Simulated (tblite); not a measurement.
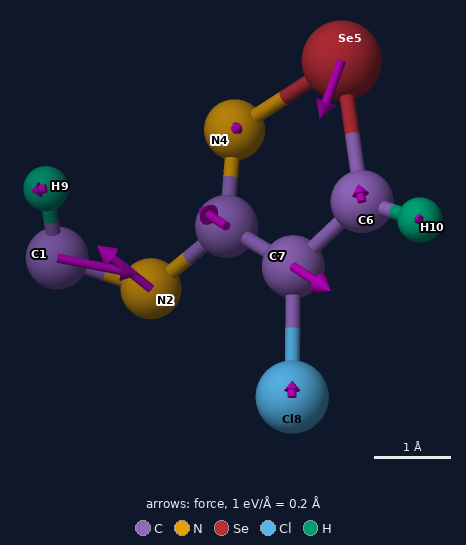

Starting geometry of C4H2ClN2Se (multiplicity 2) with the computed forces as purple arrows. A ball-and-stick model, seen at a tilt.

Level of theory: GFN2-xTB geometry optimisation, gas phase (tblite 0.8.0). 

> Is this structure relaxed? If not, where do the atoms go?

It isn't relaxed: the largest force vector, on a C atom, is 5.55 eV/Å. The final displacements follow the starting forces only in part (cosine between the two patterns 0.32). The atom that moves furthest after the best rigid fit is an H atom (1.53 Å). Largest moves by element: H 1.53 Å, N 0.99 Å, Se 0.47 Å, C 0.46 Å, Cl 0.43 Å. Among the contacts that change: N–Se 1.957 → 1.774 Å, C–Se 2.017 → 1.856 Å, C–N 1.455 → 1.314 Å, C–N 1.309 → 1.207 Å. Bond angles that change, for instance: C–N–C 116.7° → 154.6°, N–C–H 115.1° → 125.8°, N–Se–C 80.7° → 90.2°. Groups turn about C–N by about 180°, C–N by about 145°. After 59 geometry steps the energy has fallen by 178.1 kJ/mol. Cost: 1.5 s on 1 thread of AMD EPYC (shared host).
